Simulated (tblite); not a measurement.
**Geometry relaxation, with input and output: Ge₂H₃F₂**

Ge₂H₃F₂, multiplicity 2, SMILES [F][Ge]([F])[GeH3], computed with GFN2-xTB geometry optimisation, gas phase (tblite 0.8.0).

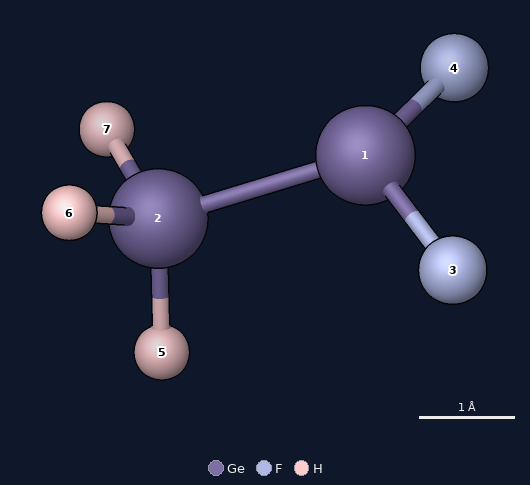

*The starting structure (ball-and-stick view, seen at a tilt; atoms are numbered from 1 in the order of the input). Sticks mark near contacts.*

Results in brief

| quantity | value |
| --- | --- |
| outcome | converged |
| total energy | −406.8193 eV |
| hardware | 1 CPU thread, shared host |
| wall time | 0.92 s |
| peak memory | 0.18 GiB |

Input
```
{"job": {"kind": "relax", "xc": "GFN2-xTB", "basis": "xTB"}, "charge": 0, "multiplicity": 2}
Ge    -0.143878    -0.318205     1.759854
Ge    -0.342620    -2.003554     0.097678
F     -1.690782     0.410200     2.313694
F      1.076064    -0.584630     3.007649
H     -1.451304    -2.951942     0.464604
H     -0.660800    -1.356050    -1.244646
H      0.960010    -2.756316    -0.052464
```

The first line tells a small driver script what to run in tblite; the rest is the geometry in Å.

Run as:
```bash
OMP_NUM_THREADS=1 python <driver script> task.json out
```

Log
```
step      E/eV     max force
  0    -405.85154    3.107
  1    -406.05540    2.639
  2    -406.45048    1.329
  3    -406.54701    0.850
  4    -406.59015    0.727
  5    -406.66886    0.702
  6    -406.72808    0.515
  7    -406.75646    0.391
  8    -406.76629    0.362
  9    -406.78095    0.332
 10    -406.79329    0.319
 11    -406.79763    0.231
 12    -406.80059    0.169
 13    -406.80463    0.184
 14    -406.80859    0.222
 15    -406.81277    0.177
 16    -406.81476    0.138
 17    -406.81548    0.110
 18    -406.81609    0.097
 19    -406.81665    0.096
 20    -406.81706    0.077
 21    -406.81729    0.039
 22    -406.81736    0.024
 23    -406.81740    0.024
 24    -406.81745    0.025
 25    -406.81753    0.027
 26    -406.81763    0.025
 27    -406.81771    0.021
 28    -406.81775    0.017
 29    -406.81778    0.022
 30    -406.81783    0.031
 31    -406.81794    0.043
 32    -406.81815    0.052
 33    -406.81840    0.043
 34    -406.81857    0.031
 35    -406.81863    0.017
 36    -406.81865    0.012
 37    -406.81866    0.011
 38    -406.81867    0.013
 39    -406.81869    0.021
 40    -406.81872    0.029
 41    -406.81879    0.038
 42    -406.81890    0.043
 43    -406.81907    0.038
 44    -406.81921    0.029
 45    -406.81926    0.014
 46    -406.81927    0.009
 47    -406.81928    0.008
 48    -406.81928    0.009
 49    -406.81929    0.011
 50    -406.81930    0.010
 51    -406.81931    0.005
```

Trajectory as extended XYZ (Å, eV, eV/Å), 14 of the 27 frames kept, from step=0 to step=51
```
7
Properties=species:S:1:pos:R:3:forces:R:3 step=0 energy=-405.85154
Ge   -0.1439   -0.3182    1.7599    0.9740   2.7210  -1.1420
Ge   -0.3426   -2.0036    0.0977   -0.2360  -1.2580  -0.5770
F    -1.6908    0.4102    2.3137   -1.0200  -0.1930   0.6720
F     1.0761   -0.5846    3.0076    0.4940  -0.7280   1.2130
H    -1.4513   -2.9519    0.4646   -0.0870  -0.3360  -0.3640
H    -0.6608   -1.3561   -1.2446    0.0520  -0.1580   0.3280
H     0.9600   -2.7563   -0.0525   -0.1760  -0.0480  -0.1300
7
Properties=species:S:1:pos:R:3:forces:R:3 step=4 energy=-406.59015
Ge   -0.0276   -0.0062    1.6691    0.0920   0.3980   0.6010
Ge   -0.3633   -2.0905    0.0657    0.0270   0.4390   0.4620
F    -1.7732    0.3698    2.3781    0.5040  -0.2820  -0.1380
F     1.0941   -0.6599    3.1077   -0.5050   0.1030  -0.4500
H    -1.4784   -3.0137    0.4226   -0.1290  -0.3150  -0.1470
H    -0.6592   -1.3790   -1.2229   -0.0670  -0.0920  -0.2060
H     0.9544   -2.7809   -0.0739    0.0770  -0.2520  -0.1220
7
Properties=species:S:1:pos:R:3:forces:R:3 step=8 energy=-406.76629
Ge    0.0443    0.2210    1.7476    0.0200   0.0450  -0.1800
Ge   -0.3685   -2.0498    0.1398   -0.0160  -0.1250  -0.1040
F    -1.6979    0.2893    2.3820    0.1600  -0.1040   0.0900
F     0.9899   -0.6710    3.0607   -0.1800   0.0020   0.0420
H    -1.5022   -3.0969    0.3681    0.2950   0.1920  -0.0850
H    -0.6711   -1.4144   -1.2456    0.0110  -0.1040   0.1750
H     0.9521   -2.8386   -0.1062   -0.2900   0.0950   0.0630
7
Properties=species:S:1:pos:R:3:forces:R:3 step=12 energy=-406.80059
Ge    0.0665    0.2823    1.7368    0.0230  -0.0950  -0.1380
Ge   -0.3711   -2.0502    0.1431    0.0230   0.1520   0.0280
F    -1.6433    0.2474    2.3997    0.0580  -0.0410   0.0690
F     0.9236   -0.6703    3.0520   -0.1020   0.0240   0.0210
H    -1.4595   -3.0888    0.3402   -0.0600  -0.0530   0.0540
H    -0.6736   -1.4407   -1.2228   -0.0310   0.0600  -0.0660
H     0.9040   -2.8402   -0.1026    0.0890  -0.0470   0.0310
7
Properties=species:S:1:pos:R:3:forces:R:3 step=16 energy=-406.81476
Ge    0.0613    0.2204    1.6819    0.0020   0.0150   0.0250
Ge   -0.3648   -2.0214    0.1386   -0.0260  -0.1350   0.0070
F    -1.6128    0.2351    2.4225    0.0440  -0.0170   0.0010
F     0.8853   -0.6581    3.0588   -0.0390   0.0100  -0.0120
H    -1.4464   -3.0732    0.3568   -0.0230   0.0390   0.0420
H    -0.6808   -1.4267   -1.2284   -0.0030   0.0450  -0.0700
H     0.9048   -2.8366   -0.0836    0.0440   0.0440   0.0070
7
Properties=species:S:1:pos:R:3:forces:R:3 step=20 energy=-406.81706
Ge    0.0646    0.2234    1.6776    0.0000  -0.0010   0.0080
Ge   -0.3674   -2.0325    0.1353    0.0030   0.0460  -0.0610
F    -1.6012    0.2280    2.4272    0.0100  -0.0050  -0.0030
F     0.8715   -0.6565    3.0587   -0.0070  -0.0030  -0.0010
H    -1.4533   -3.0709    0.3655   -0.0360  -0.0160   0.0180
H    -0.6814   -1.4207   -1.2368    0.0170  -0.0370   0.0430
H     0.9138   -2.8313   -0.0810    0.0120   0.0160  -0.0040
7
Properties=species:S:1:pos:R:3:forces:R:3 step=24 energy=-406.81745
Ge    0.0654    0.2229    1.6775    0.0070   0.0020  -0.0070
Ge   -0.3680   -2.0310    0.1314   -0.0040  -0.0110   0.0200
F    -1.5979    0.2260    2.4277   -0.0070  -0.0030   0.0010
F     0.8680   -0.6567    3.0587    0.0030  -0.0100   0.0090
H    -1.4568   -3.0703    0.3687    0.0060   0.0170   0.0030
H    -0.6801   -1.4238   -1.2362   -0.0010  -0.0120  -0.0220
H     0.9160   -2.8277   -0.0813   -0.0030   0.0170  -0.0040
7
Properties=species:S:1:pos:R:3:forces:R:3 step=28 energy=-406.81775
Ge    0.0675    0.2198    1.6773    0.0010   0.0050   0.0050
Ge   -0.3700   -2.0284    0.1325    0.0030   0.0050  -0.0140
F    -1.5969    0.2236    2.4268   -0.0020  -0.0010  -0.0040
F     0.8663   -0.6605    3.0609    0.0030  -0.0090   0.0030
H    -1.4601   -3.0638    0.3745    0.0100   0.0020   0.0070
H    -0.6779   -1.4348   -1.2422   -0.0120   0.0010  -0.0110
H     0.9179   -2.8164   -0.0835   -0.0020  -0.0030   0.0150
7
Properties=species:S:1:pos:R:3:forces:R:3 step=32 energy=-406.81815
Ge    0.0713    0.2202    1.6798    0.0040  -0.0180   0.0410
Ge   -0.3710   -2.0222    0.1247   -0.0080   0.0490  -0.0140
F    -1.5971    0.2199    2.4234    0.0090   0.0010  -0.0120
F     0.8655   -0.6710    3.0654   -0.0140   0.0100  -0.0340
H    -1.4558   -3.0550    0.3861   -0.0060  -0.0130   0.0060
H    -0.6850   -1.4456   -1.2579   -0.0010  -0.0130   0.0130
H     0.9187   -2.8067   -0.0752    0.0170  -0.0160   0.0000
7
Properties=species:S:1:pos:R:3:forces:R:3 step=36 energy=-406.81865
Ge    0.0793    0.2223    1.6904    0.0050   0.0010  -0.0040
Ge   -0.3738   -2.0059    0.1156    0.0030  -0.0040   0.0030
F    -1.5950    0.2124    2.4163   -0.0080   0.0020   0.0020
F     0.8605   -0.6867    3.0670   -0.0040  -0.0080  -0.0090
H    -1.4505   -3.0425    0.4028    0.0030   0.0050   0.0050
H    -0.6941   -1.4686   -1.2801   -0.0010   0.0030   0.0040
H     0.9203   -2.7915   -0.0656    0.0020   0.0000  -0.0010
7
Properties=species:S:1:pos:R:3:forces:R:3 step=40 energy=-406.81872
Ge    0.0810    0.2223    1.6902   -0.0280   0.0070  -0.0030
Ge   -0.3726   -2.0047    0.1153    0.0090   0.0060   0.0030
F    -1.5972    0.2127    2.4157    0.0170   0.0030  -0.0110
F     0.8579   -0.6920    3.0633    0.0030  -0.0150   0.0030
H    -1.4487   -3.0391    0.4073   -0.0030  -0.0030   0.0060
H    -0.6955   -1.4698   -1.2806    0.0010   0.0010   0.0040
H     0.9218   -2.7899   -0.0648    0.0000   0.0000  -0.0030
7
Properties=species:S:1:pos:R:3:forces:R:3 step=44 energy=-406.81921
Ge    0.0805    0.2285    1.6907   -0.0180  -0.0010   0.0090
Ge   -0.3607   -1.9889    0.1139   -0.0210   0.0200   0.0020
F    -1.6038    0.2148    2.4028    0.0170   0.0020  -0.0090
F     0.8397   -0.7449    3.0367   -0.0010  -0.0010  -0.0010
H    -1.4342   -3.0112    0.4486    0.0020  -0.0080   0.0060
H    -0.7072   -1.4849   -1.2879    0.0110  -0.0030   0.0050
H     0.9324   -2.7739   -0.0584    0.0100  -0.0100  -0.0120
7
Properties=species:S:1:pos:R:3:forces:R:3 step=48 energy=-406.81928
Ge    0.0788    0.2296    1.6906    0.0030   0.0000   0.0000
Ge   -0.3613   -1.9888    0.1163    0.0050  -0.0050  -0.0020
F    -1.6030    0.2157    2.4026   -0.0020   0.0020   0.0010
F     0.8392   -0.7448    3.0354   -0.0020   0.0000   0.0010
H    -1.4345   -3.0131    0.4481    0.0030  -0.0030   0.0050
H    -0.7049   -1.4835   -1.2851    0.0020   0.0030  -0.0030
H     0.9324   -2.7756   -0.0615   -0.0080   0.0030  -0.0020
7
Properties=species:S:1:pos:R:3:forces:R:3 step=51 energy=-406.81931
Ge    0.0790    0.2298    1.6908    0.0010  -0.0010   0.0020
Ge   -0.3611   -1.9876    0.1158    0.0050  -0.0010  -0.0010
F    -1.6038    0.2167    2.4014    0.0010   0.0020  -0.0010
F     0.8371   -0.7491    3.0337   -0.0020   0.0010   0.0010
H    -1.4319   -3.0122    0.4535   -0.0010  -0.0010   0.0000
H    -0.7045   -1.4836   -1.2864   -0.0030  -0.0010   0.0000
H     0.9318   -2.7745   -0.0624   -0.0010   0.0010  -0.0020
```
